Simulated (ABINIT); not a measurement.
# BiOCl (P4/nmm): G0W0 with ABINIT, start to end, part 2 of 3

Wanted: ground state, empty states, screening and self-energy for BiOCl (P4/nmm).

ABINIT 10.8.3; PBEsol and many-body steps on it, plane waves. Known limits of the many-body steps: not at the basis limit; no spin-orbit coupling; coarse k mesh.

So far. Step 2 (Ground state): The gap is indirect, with the least direct gap 0.30 eV higher.

## 3. Bands along the symmetry lines

Level of this step: DFT, PBEsol, plane waves, norm-conserving pseudopotentials (ABINIT).

Levels along a band path, at the cheap level, show where the edges lie and whether the meshes to come will hold them.

Input file run.abi:

```
acell 3*1.0 Angstrom
rprim 
  3.885510000000 0.000000000000 0.000000000000
  0.000000000000 3.885510000000 0.000000000000
  0.000000000000 0.000000000000 7.348900000000
ntypat 3
znucl 83 17 8
natom 6
typat 1 1 2 2 3 3
xred 
  0.500000000000 0.000000000000 0.329040000000
  0.000000000000 0.500000000000 0.670960000000
  0.000000000000 0.500000000000 0.147200000000
  0.500000000000 0.000000000000 0.852800000000
  0.000000000000 0.000000000000 0.500000000000
  0.500000000000 0.500000000000 0.500000000000
pp_dirpath "pseudos"
pseudos "Bi.upf, Cl.upf, O.upf"
ecut 42
iscf -2
irdden 1
kptopt 0
nkpt 39
kpt 
  0.00000000 0.00000000 0.00000000
  0.00000000 0.12500000 0.00000000
  0.00000000 0.25000000 0.00000000
  0.00000000 0.37500000 0.00000000
  0.00000000 0.50000000 0.00000000
  0.12500000 0.50000000 0.00000000
  0.25000000 0.50000000 0.00000000
  0.37500000 0.50000000 0.00000000
  0.50000000 0.50000000 0.00000000
  0.37500000 0.37500000 0.00000000
  0.25000000 0.25000000 0.00000000
  0.12500000 0.12500000 0.00000000
  0.00000000 0.00000000 0.00000000
  0.00000000 0.00000000 0.12500000
  0.00000000 0.00000000 0.25000000
  0.00000000 0.00000000 0.37500000
  0.00000000 0.00000000 0.50000000
  0.00000000 0.12500000 0.50000000
  0.00000000 0.25000000 0.50000000
  0.00000000 0.37500000 0.50000000
  0.00000000 0.50000000 0.50000000
  0.12500000 0.50000000 0.50000000
  0.25000000 0.50000000 0.50000000
  0.37500000 0.50000000 0.50000000
  0.50000000 0.50000000 0.50000000
  0.37500000 0.37500000 0.50000000
  0.25000000 0.25000000 0.50000000
  0.12500000 0.12500000 0.50000000
  0.00000000 0.00000000 0.50000000
  0.00000000 0.50000000 0.00000000
  0.00000000 0.50000000 0.12500000
  0.00000000 0.50000000 0.25000000
  0.00000000 0.50000000 0.37500000
  0.00000000 0.50000000 0.50000000
  0.50000000 0.50000000 0.00000000
  0.50000000 0.50000000 0.12500000
  0.50000000 0.50000000 0.25000000
  0.50000000 0.50000000 0.37500000
  0.50000000 0.50000000 0.50000000
istwfk *1
nband 43
nbdbuf 2
tolwfr 1e-08
nstep 40
prtwf 0
prtvol 0
indata_prefix "in"
outdata_prefix "out"
tmpdata_prefix "tmp"
```

Run with:

```sh
> OMP_NUM_THREADS=1 mpirun -n 4 abinit run.abi > log
```

Numbers of over 12 decimals in the logs are rounded to 6 here.

Log:

```text
.Version 10.8.3 of ABINIT. v10.8.2 released Aug 2026.

 Symmetries : space group P4/n m m (#129); Bravais tP (primitive tetrag.)
[... echo of the input left out ...]
== DATASET  1 ==================================================================
-   mpi_nproc: 4, omp_nthreads: 1 (-1 if OMP is not activated)

--- !DatasetInfo
iteration_state: {dtset: 1, }
dimensions: {natom: 6, nkpt: 39, mband: 43, nsppol: 1, nspinor: 1, nspden: 1, mpw: 9764, }
cutoff_energies: {ecut:  42.0, pawecutdg:  -1.0, }
electrons: {nelect:   7.20000000E+01, charge:   0.00000000E+00, occopt:   1.00000000E+00, tsmear:   1.00000000E-02, }

 Real(R)+Recip(G) space primitive vectors, cartesian coordinates (Bohr,Bohr^-1):
 R(1)=  7.3425498  0.0000000  0.0000000  G(1)=  0.1361925  0.0000000  0.0000000
 R(2)=  0.0000000  7.3425498  0.0000000  G(2)=  0.0000000  0.1361925  0.0000000
 R(3)=  0.0000000  0.0000000 13.8874083  G(3)=  0.0000000  0.0000000  0.0720077
 Unit cell volume ucvol=  7.4871236E+02 bohr^3
 Angles (23,13,12)=  9.00000000E+01  9.00000000E+01  9.00000000E+01 degrees

 getcut: wavevector=  0.0000  0.0000  0.0000  ngfft=  45  45  90
         ecut(hartree)=     42.000   => boxcut(ratio)=   2.05407

--- Pseudopotential description ------------------------------------------------
- Bi Generated using ONCVPSP code by D. R. Hamann
- 83.00000  23.00000  180301                  znucl, zion, pspdat
12 -116133 2 -1 1472                          pspcod,pspxc,lmax,lloc,mmax
     nproj     2     2     2
  pspatm : epsatm=   28.42398882
         --- l  ekb(1:nproj) -->
             0   17.099263    2.333947
             1    7.134189    1.181075
             2    3.367336    0.414803
 pspatm: atomic psp has been read  and splines computed

- Cl Generated using ONCVPSP code by D. R. Hamann
- 17.00000   7.00000  180301                  znucl, zion, pspdat
12 -116133 2 -1 1028                          pspcod,pspxc,lmax,lloc,mmax
     nproj     2     2     2
  pspatm : epsatm=    8.95520293
         --- l  ekb(1:nproj) -->
[...]
pspatm: atomic psp has been read  and splines computed

- O Generated using ONCVPSP code by D. R. Hamann
-  8.00000   6.00000  180301                  znucl, zion, pspdat
12 -116133 2 -1 936                           pspcod,pspxc,lmax,lloc,mmax
     nproj     2     2     1
  pspatm : epsatm=    6.20179097
         --- l  ekb(1:nproj) -->
[...]
2   -1.335834
 pspatm: atomic psp has been read  and splines computed

--------------------------------------------------------------------------------

================================================================================
 prteigrs : about to open file out_EIG
 Non-SCF case, kpt    1 (  0.00000  0.00000  0.00000), residuals and eigenvalues=
  6.23E-09  7.21E-09  2.94E-09  1.29E-09  5.22E-09  8.60E-09  1.42E-09  3.78E-09
[...]
6.0269E-01
 Non-SCF case, kpt   39 (  0.50000  0.50000  0.50000), residuals and eigenvalues=
[...]
1.4662E-01  1.4662E-01  1.6133E-01  1.6133E-01  1.8904E-01  1.8904E-01
  3.7736E-01  3.7736E-01  4.3499E-01  4.3499E-01  4.5405E-01  4.5405E-01
  6.0230E-01

--- !ResultsGS
iteration_state: {dtset: 1, }
comment   : Summary of ground state results
lattice_vectors:
- [  7.3425498,   0.0000000,   0.0000000, ]
- [  0.0000000,   7.3425498,   0.0000000, ]
- [  0.0000000,   0.0000000,  13.8874083, ]
lattice_lengths: [   7.34255,    7.34255,   13.88741, ]
lattice_angles: [ 90.000,  90.000,  90.000, ] # degrees, (23, 13, 12)
lattice_volume:   7.4871236E+02
convergence: {deltae:  0.000E+00, res2:  0.000E+00, residm:  9.995E-09, diffor:  0.000E+00, }
etotal    :  -5.29937128E+02
entropy   :   0.00000000E+00
fermie    :   2.10386526E-01
cartesian_stress_tensor: null
pressure_GPa: null
xred      :
- [  5.0000E-01,   0.0000E+00,   3.2904E-01, Bi]
- [  0.0000E+00,   5.0000E-01,   6.7096E-01, Bi]
- [  0.0000E+00,   5.0000E-01,   1.4720E-01, Cl]
- [  5.0000E-01,   0.0000E+00,   8.5280E-01, Cl]
- [  0.0000E+00,   0.0000E+00,   5.0000E-01,  O]
- [  5.0000E-01,   5.0000E-01,   5.0000E-01,  O]
cartesian_forces: null
force_length_stats: {min: null, max: null, mean: null, }

 Integrated electronic density in atomic spheres:
 ------------------------------------------------
 Atom  Sphere_radius  Integrated_density
[...]
================================================================================

 ----iterations are completed or convergence reached----

 Mean square residual over all n,k,spin=   53.589E-10; max=  99.953E-10
 reduced coordinates (array xred) for    6 atoms
[...]
cartesian coordinates (angstrom) at end:
    1      1.942755     0.000000     2.418082
    2      0.000000     1.942755     4.930818
    3      0.000000     1.942755     1.081758
    4      1.942755     0.000000     6.267142
    5      0.000000     0.000000     3.674450
    6      1.942755     1.942755     3.674450
 length scales=  1.889726125908  1.889726125908  1.889726125908 bohr
              =  1.000000000000  1.000000000000  1.000000000000 angstroms
 prteigrs : about to open file out_EIG
 Eigenvalues (hartree) for nkpt=  39  k points:
 kpt#   1, nband= 43, wtk=  1.00000, kpt=  0.0000  0.0000  0.0000 (reduced coord)
[...]
kpt#   2, nband= 43, wtk=  1.00000, kpt=  0.0000  0.1250  0.0000 (reduced coord)
[...]
kpt#   3, nband= 43, wtk=  1.00000, kpt=  0.0000  0.2500  0.0000 (reduced coord)
[...]
kpt#  38, nband= 43, wtk=  1.00000, kpt=  0.5000  0.5000  0.3750 (reduced coord)
[...]
0.45503    0.45503    0.60269
 kpt#  39, nband= 43, wtk=  1.00000, kpt=  0.5000  0.5000  0.5000 (reduced coord)
[...]
0.04266    0.04266    0.10880    0.10880    0.12840    0.12840    0.14662    0.14662
   0.16133    0.16133    0.18904    0.18904    0.37736    0.37736    0.43499    0.43499
   0.45405    0.45405    0.60230

== END DATASET(S) ==============================================================
================================================================================

 -outvars: echo values of variables after computation  --------
            nband          43
             nkpt          39
          spgroup         129
 [... the other variables as echoed above ...]

 Calculation completed.
```

Run time: 1.7 min. Hardware: 4 MPI ranks of Intel Xeon Platinum 8488C (Sapphire Rapids), shared host; peak memory 0.62 GiB; 6.6 min of CPU time.

Numbers from this step:

| Quantity | Value |
| --- | --- |
| gap | 2.548 eV |
| k of the valence top | 0, 0.375, 0.5 |
| k of the conduction bottom | 0, 0, 0.5 |
| least direct gap | 2.927 eV |

The gap is 2.548 eV, −0.075 eV from the run before at this level.

Electronic bands along the path, in eV, zero at the top of the highest filled band:

```csv
point,band 33,band 34,band 35,band 36,band 37,band 38,band 39,band 40
Γ,-1.06,-1.06,-0.98,-0.77,3.05,3.75,5.30,5.30
X,-0.91,-0.91,-0.08,-0.08,4.55,4.55,5.19,5.19
M,-0.71,-0.71,-0.66,-0.66,4.06,4.06,5.81,5.81
Γ,-1.06,-1.06,-0.98,-0.77,3.05,3.75,5.30,5.30
Z,-0.78,-0.78,-0.38,-0.38,2.55,2.93,5.32,5.32
R,-0.71,-0.71,-0.07,-0.07,4.35,4.35,5.28,5.28
A,-1.41,-1.41,-0.66,-0.66,4.47,4.47,6.04,6.04
Z,-0.78,-0.78,-0.38,-0.38,2.55,2.93,5.32,5.32
jump to X,-0.91,-0.91,-0.08,-0.08,4.55,4.55,5.19,5.19
R,-0.71,-0.71,-0.07,-0.07,4.35,4.35,5.28,5.28
jump to M,-0.71,-0.71,-0.66,-0.66,4.06,4.06,5.81,5.81
A,-1.41,-1.41,-0.66,-0.66,4.47,4.47,6.04,6.04
```

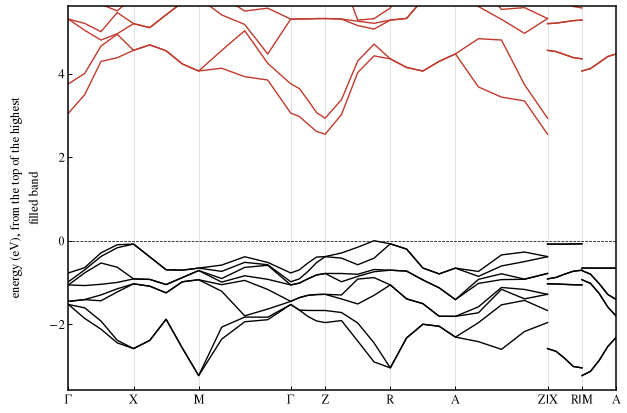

Electronic bands along the path; lines of filled and empty bands in two colours.

## 4. Empty states on the mesh, 4×4×2 mesh, 98 bands

The sums over transitions need many empty states on a uniform mesh; this step solves for them.

Input file run.abi:

```
acell 3*1.0 Angstrom
rprim 
  3.885510000000 0.000000000000 0.000000000000
  0.000000000000 3.885510000000 0.000000000000
  0.000000000000 0.000000000000 7.348900000000
ntypat 3
znucl 83 17 8
natom 6
typat 1 1 2 2 3 3
xred 
  0.500000000000 0.000000000000 0.329040000000
  0.000000000000 0.500000000000 0.670960000000
  0.000000000000 0.500000000000 0.147200000000
  0.500000000000 0.000000000000 0.852800000000
  0.000000000000 0.000000000000 0.500000000000
  0.500000000000 0.500000000000 0.500000000000
pp_dirpath "pseudos"
pseudos "Bi.upf, Cl.upf, O.upf"
ecut 42
ngkpt 4 4 2
nshiftk 1
shiftk 0 0 0
kptopt 1
chksymbreak 0
iscf -2
irdden 1
istwfk *1
nband 98
nbdbuf 8
tolwfr 1e-09
nstep 60
prtvol 0
indata_prefix "in"
outdata_prefix "out"
tmpdata_prefix "tmp"
```

Log:

```text
.Version 10.8.3 of ABINIT. v10.8.2 released Aug 2026.

 Symmetries : space group P4/n m m (#129); Bravais tP (primitive tetrag.)
[... echo of the input left out ...]
== DATASET  1 ==================================================================
-   mpi_nproc: 4, omp_nthreads: 1 (-1 if OMP is not activated)

--- !DatasetInfo
iteration_state: {dtset: 1, }
dimensions: {natom: 6, nkpt: 12, mband: 98, nsppol: 1, nspinor: 1, nspden: 1, mpw: 9764, }
cutoff_energies: {ecut:  42.0, pawecutdg:  -1.0, }
electrons: {nelect:   7.20000000E+01, charge:   0.00000000E+00, occopt:   1.00000000E+00, tsmear:   1.00000000E-02, }

 Real(R)+Recip(G) space primitive vectors, cartesian coordinates (Bohr,Bohr^-1):
 R(1)=  7.3425498  0.0000000  0.0000000  G(1)=  0.1361925  0.0000000  0.0000000
 R(2)=  0.0000000  7.3425498  0.0000000  G(2)=  0.0000000  0.1361925  0.0000000
 R(3)=  0.0000000  0.0000000 13.8874083  G(3)=  0.0000000  0.0000000  0.0720077
 Unit cell volume ucvol=  7.4871236E+02 bohr^3
 Angles (23,13,12)=  9.00000000E+01  9.00000000E+01  9.00000000E+01 degrees

 getcut: wavevector=  0.0000  0.0000  0.0000  ngfft=  45  45  90
         ecut(hartree)=     42.000   => boxcut(ratio)=   2.05407

--- Pseudopotential description ------------------------------------------------
- Bi Generated using ONCVPSP code by D. R. Hamann
- 83.00000  23.00000  180301                  znucl, zion, pspdat
12 -116133 2 -1 1472                          pspcod,pspxc,lmax,lloc,mmax
     nproj     2     2     2
  pspatm : epsatm=   28.42398882
         --- l  ekb(1:nproj) -->
             0   17.099263    2.333947
             1    7.134189    1.181075
             2    3.367336    0.414803
 pspatm: atomic psp has been read  and splines computed

- Cl Generated using ONCVPSP code by D. R. Hamann
- 17.00000   7.00000  180301                  znucl, zion, pspdat
12 -116133 2 -1 1028                          pspcod,pspxc,lmax,lloc,mmax
     nproj     2     2     2
  pspatm : epsatm=    8.95520293
         --- l  ekb(1:nproj) -->
[...]
pspatm: atomic psp has been read  and splines computed

- O Generated using ONCVPSP code by D. R. Hamann
-  8.00000   6.00000  180301                  znucl, zion, pspdat
12 -116133 2 -1 936                           pspcod,pspxc,lmax,lloc,mmax
     nproj     2     2     1
  pspatm : epsatm=    6.20179097
         --- l  ekb(1:nproj) -->
[...]
2   -1.335834
 pspatm: atomic psp has been read  and splines computed

--------------------------------------------------------------------------------

================================================================================
 prteigrs : about to open file out_EIG
 Non-SCF case, kpt    1 (  0.00000  0.00000  0.00000), residuals and eigenvalues=
  3.80E-10  3.76E-10  1.50E-10  3.05E-10  2.22E-10  2.95E-10  1.93E-10  1.53E-10
  5.00E-10  2.70E-10  3.74E-10  3.91E-10  3.15E-10  3.09E-10  4.92E-10  2.24E-10
  3.09E-10  4.49E-10  4.18E-10  2.50E-10  7.35E-10  8.89E-10  7.74E-10  2.79E-10
[...]
3.69E-06  6.36E-05
 -5.3834E+00 -5.3834E+00 -3.1062E+00 -3.1062E+00 -3.1060E+00 -3.1060E+00
 -3.1060E+00 -3.1060E+00 -5.9030E-01 -5.8261E-01 -5.8261E-01 -5.8257E-01
 -5.8207E-01 -5.8078E-01 -5.8031E-01 -5.7990E-01 -5.7990E-01 -5.7928E-01
[...]
1.2533E+00  1.2625E+00  1.2625E+00  1.3186E+00  1.3515E+00  1.3656E+00
  1.3656E+00  1.3675E+00  1.3821E+00  1.3821E+00  1.4207E+00  1.4297E+00
  1.4420E+00  1.4421E+00
 prteigrs : prtvol=0 or 1, do not print more k-points.

--- !ResultsGS
iteration_state: {dtset: 1, }
comment   : Summary of ground state results
lattice_vectors:
- [  7.3425498,   0.0000000,   0.0000000, ]
- [  0.0000000,   7.3425498,   0.0000000, ]
- [  0.0000000,   0.0000000,  13.8874083, ]
lattice_lengths: [   7.34255,    7.34255,   13.88741, ]
lattice_angles: [ 90.000,  90.000,  90.000, ] # degrees, (23, 13, 12)
lattice_volume:   7.4871236E+02
convergence: {deltae:  0.000E+00, res2:  0.000E+00, residm:  9.971E-10, diffor:  0.000E+00, }
etotal    :  -5.29937128E+02
entropy   :   0.00000000E+00
fermie    :   2.10386526E-01
cartesian_stress_tensor: null
pressure_GPa: null
xred      :
- [  5.0000E-01,   0.0000E+00,   3.2904E-01, Bi]
- [  0.0000E+00,   5.0000E-01,   6.7096E-01, Bi]
- [  0.0000E+00,   5.0000E-01,   1.4720E-01, Cl]
- [  5.0000E-01,   0.0000E+00,   8.5280E-01, Cl]
- [  0.0000E+00,   0.0000E+00,   5.0000E-01,  O]
- [  5.0000E-01,   5.0000E-01,   5.0000E-01,  O]
cartesian_forces: null
force_length_stats: {min: null, max: null, mean: null, }

 Integrated electronic density in atomic spheres:
 ------------------------------------------------
 Atom  Sphere_radius  Integrated_density
[...]
================================================================================

 ----iterations are completed or convergence reached----

 Mean square residual over all n,k,spin=   51.797E-11; max=  99.710E-11
 reduced coordinates (array xred) for    6 atoms
[...]
0.000000000000      0.000000000000      0.500000000000
       0.500000000000      0.500000000000      0.500000000000

 cartesian coordinates (angstrom) at end:
    1      1.942755     0.000000     2.418082
    2      0.000000     1.942755     4.930818
    3      0.000000     1.942755     1.081758
    4      1.942755     0.000000     6.267142
    5      0.000000     0.000000     3.674450
    6      1.942755     1.942755     3.674450
 length scales=  1.889726125908  1.889726125908  1.889726125908 bohr
              =  1.000000000000  1.000000000000  1.000000000000 angstroms
 prteigrs : about to open file out_EIG
 Eigenvalues (hartree) for nkpt=  12  k points:
 kpt#   1, nband= 98, wtk=  0.03125, kpt=  0.0000  0.0000  0.0000 (reduced coord)
[...]
1.18425    1.21361    1.23068    1.23068    1.25334    1.26255    1.26255    1.31858
   1.35152    1.36556    1.36556    1.36752    1.38209    1.38209    1.42074    1.42974
   1.44204    1.44210
 prteigrs : prtvol=0 or 1, do not print more k-points.

== END DATASET(S) ==============================================================
================================================================================

 -outvars: echo values of variables after computation  --------
            nband          98
             nkpt          12
          spgroup         129
 [... the other variables as echoed above ...]

 Calculation completed.
```

Run time: 1.8 min. Hardware: 4 MPI ranks; peak memory 0.56 GiB; 7.4 min of CPU time.

This step gave:

| Item | Value |
| --- | --- |
| gap | 2.623 eV |
| k of the valence top | 0.5, 0, 0.5 |
| k of the conduction bottom | 0, 0, 0.5 |
| least direct gap | 2.927 eV |
| k points computed | 12 |
| lowest point of the top converged band, above the valence top | 29.22 eV |

On this mesh the gap is 2.623 eV.

## 5. Screening, 4×4×2 mesh, 90 bands, screening to 98 eV

The RPA dielectric matrix is built and inverted for each q.

This step: RPA screening on PBEsol, plane waves, norm-conserving pseudopotentials.

run.abi, as its differences from that of step 4:

```diff
@@ -24,10 +24,11 @@
 chksymbreak 0
-iscf -2
-irdden 1
 istwfk *1
-nband 98
-nbdbuf 8
-tolwfr 1e-09
-nstep 60
-prtvol 0
+occopt 1
+irdwfk 1
+optdriver 3
+nband 90
+ecuteps 3.6
+inclvkb 2
+awtr 1
+symchi 1
 indata_prefix "in"
```

Log:

```text
.Version 10.8.3 of ABINIT. v10.8.2 released Aug 2026.

 Symmetries : space group P4/n m m (#129); Bravais tP (primitive tetrag.)
[... echo of the input left out ...]
== DATASET  1 ==================================================================
-   mpi_nproc: 4, omp_nthreads: 1 (-1 if OMP is not activated)

--- !DatasetInfo
iteration_state: {dtset: 1, }
dimensions: {natom: 6, nkpt: 12, mband: 90, nsppol: 1, nspinor: 1, nspden: 1, mpw: 9764, }
cutoff_energies: {ecut:  42.0, pawecutdg:  -1.0, }
electrons: {nelect:   7.20000000E+01, charge:   0.00000000E+00, occopt:   1.00000000E+00, tsmear:   1.00000000E-02, }

 SCREENING: Calculation of the susceptibility and dielectric matrices

 Based on a program developped by R.W. Godby, V. Olevano, G. Onida, and L. Reining.
 Incorporated in ABINIT by V. Olevano, G.-M. Rignanese, and M. Torrent.
.Using double precision arithmetic ; gwpc =  8

[... cell and pseudopotentials left out ...]
--------------------------------------------------------------------------------

 ==== K-mesh for the wavefunctions ====
 Number of points in the irreducible wedge :    12
[... list of points left out ...]
 Together with 16 symmetry operations and time-reversal symmetry
 yields    32 points in the full Brillouin Zone.

 ==== Q-mesh for the screening function ====
 Number of points in the irreducible wedge :    12
[... list of points left out ...]
 Together with 16 symmetry operations and time-reversal symmetry
 yields    32 points in the full Brillouin Zone.

 setmesh: FFT mesh size selected  =    30x   30x   54
          total number of points  =        48600

 vcoul_init : cutoff-mode = AUXILIARY_FUNCTION
 q-points for optical limit:   1
     1)      0.000010    0.000020    0.000030

- screening: taking advantage of time-reversal symmetry
- Maximum band index for partially occupied states nbvw = 36
- Remaining bands to be divided among processors   nbcw = 54
- Number of bands treated by each node ~13

 Number of electrons calculated from density =   72.0000; Expected =   72.0000
 average of density, n =  0.096165
 r_s =    1.3540
 omega_plasma =   29.9133 [eV]

 calculating chi0 at frequencies [eV] :
  1    0.000000E+00    0.000000E+00
  2    0.000000E+00    2.991330E+01

--------------------------------------------------------------------------------
  q-point number  1        q = ( 0.000000, 0.000000, 0.000000) [r.l.u.]
--------------------------------------------------------------------------------
[... chi0 elements left out ...]
 For q-point:  0.000010 0.000020 0.000030
  dielectric constant =   6.0491
  dielectric constant without local fields =   6.8473

  Average fulfillment of the sum rule on Im[epsilon] for q-point    1 :     41.19  [%]
[... wings left out ...]
  q-point number  2        q = ( 0.250000, 0.000000, 0.000000) [r.l.u.]
--------------------------------------------------------------------------------
[... chi0 elements left out ...]
  Average fulfillment of the sum rule on Im[epsilon] for q-point    2 :     51.21  [%]

 [... 10 further q-points ...]
```

The job ended after 2.5 min (4 MPI ranks; peak memory 2.6 GiB).

Numbers from this step:

```yaml
eps_infinity_with_local_fields_on_this_mesh_along_the_program_s_q_direction: 6.049
the_same_without_local_fields: 6.847
plasma_frequency: 29.91 eV
plane_waves_in_the_screening_matrix: 239
```

Local fields lower ε∞ by 12 %. On a Γ-centred mesh this coarse the value itself is usually too large, while a short band sum pulls it down.

(Part 2 of 3 ends here.)

[Paths, hosts, dates, memory and timing lines, banners, echoed tables and standing remarks are left out of the program output.]

[Logs are printed without paths, hosts, clocks, repeated set-up lines and the standing remarks that a program may print on its own settings, such as how far it seeks lower states.]

[Runs of the session that timed out or met a known fault of the program may be left out.]

[Hosts, paths, dates, database ids (printed as entryN), source tags and the programs' standing remarks are cut or masked in the printed files.]

[G0W0 gaps are taken among the corrected bands and points alone; a level outside them can change the order at an edge.]

[Where Ansatz stands beside ABINIT at settings called matched, ABINIT's density can come from a denser mesh and the files from another edition; pairs whose starting gaps differed by over 0.03 eV were left out, so agreement reads better than it is.]
